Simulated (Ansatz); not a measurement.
The figure comes from a scan of KMgF3 (cubic perovskite): a phonon pattern at M = (0.5, 0.5, 0.0) is frozen into a 10-atom cell, Q being the largest atomic displacement. Method: PBE (plane waves to 420 eV, PAW, scalar-relativistic; Ansatz, an electronic-structure program). k mesh 8×8×8 (Γ-centred), Fermi-Dirac smearing 0.05 eV. KMgF3 was relaxed with its symmetry unable to fall. 

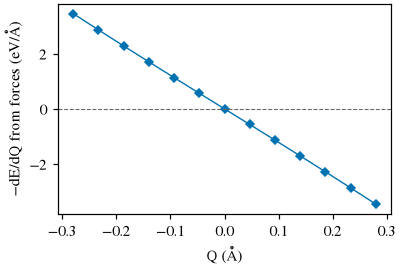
−dE/dQ from forces (eV/Å) against Q (Å); markers are the computed points, lines only join them.

Q: Turn the plot into a table (rounded to what can be read).

A: To the nearest 0.1:

```tsv
Q (Å)	−dE/dQ from forces (eV/Å)
-0.280	3.5
-0.233	2.9
-0.187	2.3
-0.140	1.7
-0.093	1.1
-0.047	0.6
0.000	0.0
0.047	-0.6
0.093	-1.1
0.140	-1.7
0.187	-2.3
0.233	-2.9
0.280	-3.5
```

(A displaced cell: forces are minus the slopes of the energy, force constants its curvatures, and phonons follow from these.)
